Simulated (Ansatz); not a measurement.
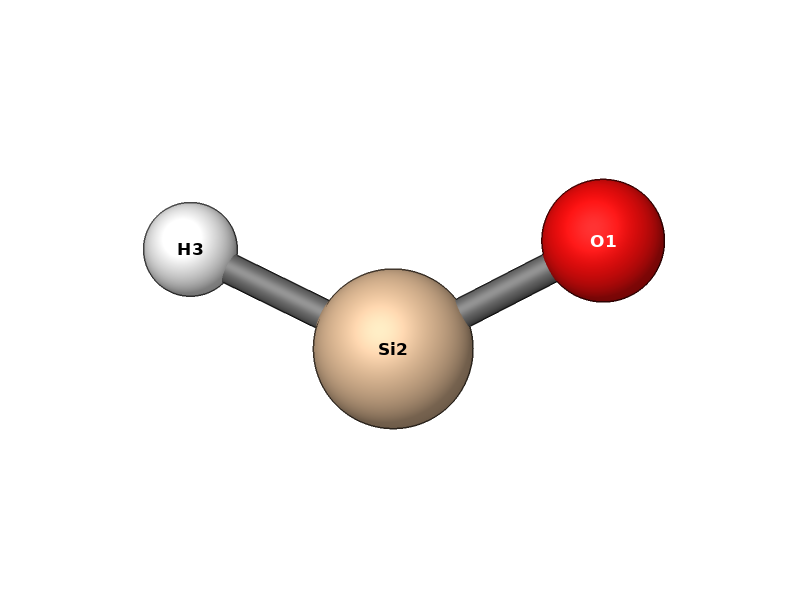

The questions are on Mulliken charges. State: neutral, doublet. Geometry: atoms displaced at random (about 0.015 Å) from a stationary point of GFN2-xTB. Level of theory: UKS r2SCAN-D4/def2-TZVPP (Ansatz 0.2.0).

Give the Mulliken charges atom by atom.

| atom | value (e) |
| --- | --- |
| O1 | −0.47 |
| Si2 | 0.53 |
| H3 | −0.06 |

Mulliken values depend strongly on the basis set and can even reverse the polarity of a bond.
